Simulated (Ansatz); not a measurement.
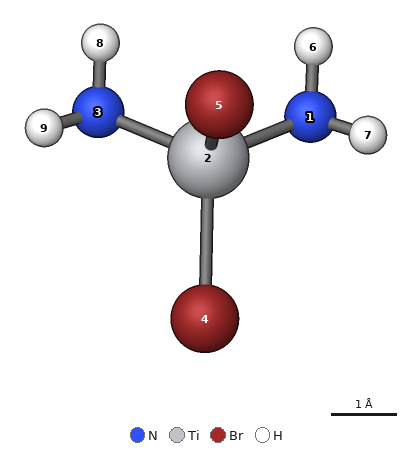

TiN₂H₄Br₂ (coarse preliminary run), before the relaxation. A ball-and-stick model, seen at a tilt.

The start comes from a force field.

Theory: RKS PBE-D4/def2-SVP (Ansatz 0.2.0).

The input:
```yaml
crystal:
  periodic: [false, false, false]
  atoms:
    - {symbol: N, position_ang: [-1.190500, 0.943800, -0.931900]}
    - {symbol: Ti, position_ang: [0.172100, -0.358500, -0.311000]}
    - {symbol: N, position_ang: [-0.104900, -0.712700, 1.681200]}
    - {symbol: Br, position_ang: [-0.004900, -2.485300, -1.582300]}
    - {symbol: Br, position_ang: [2.459100, 0.581100, -0.727300]}
    - {symbol: H, position_ang: [-1.074200, 1.885800, -0.409500]}
    - {symbol: H, position_ang: [-0.996300, 1.202400, -1.939500]}
    - {symbol: H, position_ang: [0.109500, 0.216000, 2.174600]}
    - {symbol: H, position_ang: [0.718700, -1.319000, 2.028700]}
basis:
  gaussian: {orbitals: def2-SVP}
hamiltonian: {xc: pbe, dispersion: d4}
relax: {f_tol: 0.03, max_steps: 200}
```

Run as
```bash
ansatz run in.yaml --threads 4 --pin off --events-out ev --progress --plain --max-ram 11315MiB
```

Q: Where does the relaxation end?

A: H9 moves most after the best rigid fit: 1.08 Å. Largest moves by element: H 1.08 Å, N 0.44 Å, Ti 0.25 Å, Br 0.20 Å. Near-neighbour distances that change, for instance: Ti2–N3 2.042 → 1.853 Å, Ti2–Br5 2.507 → 2.379 Å, N1–Ti2 1.984 → 1.860 Å, Ti2–Br4 2.484 → 2.379 Å. Among the angles between lasting bonds that change: Ti2–N3–H8 105.7° → 124.1°, Ti2–N1–H6 110.2° → 127.7°, Ti2–N3–H9 107.9° → 124.2°. The energy falls by 1.079 eV in 13 accepted moves (14 points after the start). Largest force component: 2.3 eV/Å at the start, 0.016 eV/Å at the end. The line search rejected the trial step at point 11 of the run. The forces were under the threshold at step 12, but the run went on from there. The run took 37 s on 4 threads of Arm Neoverse V1, with other jobs on the host.

History of the run:

| step | E − E(0), eV | largest force component, eV/Å | note |
| --- | --- | --- | --- |
| 0 | 0.0000 | 2.3238 |  |
| 1 | -0.6669 | 1.3828 |  |
| 2 | -0.8767 | 0.7956 |  |
| 3 | -0.9598 | 0.5982 |  |
| 4 | -0.9901 | 0.1838 |  |
| 5 | -1.0009 | 0.1349 |  |
| 6 | -1.0039 | 0.8011 |  |
| 7 | -1.0257 | 0.7391 |  |
| 8 | -1.0617 | 0.1428 |  |
| 9 | -1.0730 | 0.0836 |  |
| 10 | -1.0774 | 0.0599 |  |
| 11 | -1.0773 | 0.2251 | rejected |
| 12 | -1.0786 | 0.0108 |  |
| 13 | -1.0787 | 0.0592 |  |
| 14 | -1.0789 | 0.0157 |  |

Final geometry:

```xyz
9

N    -0.8847    0.9404   -0.8770
Ti    0.4122   -0.2814   -0.3446
N     0.1927   -0.4621    1.4864
Br    0.0003   -2.3604   -1.4252
Br    2.5593    0.6240   -0.8252
H    -1.5787    1.4125   -0.2899
H    -0.9900    1.2267   -1.8586
H     0.7327    0.0614    2.1854
H    -0.3552   -1.2076    1.9318
```

After the run, drawn alike:

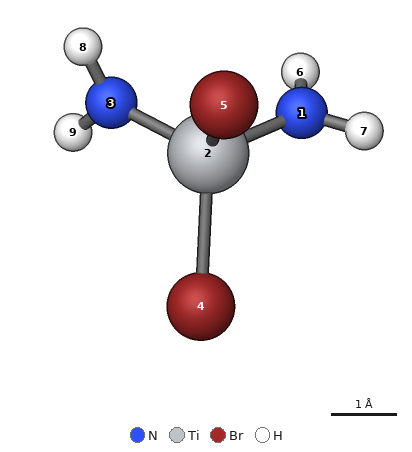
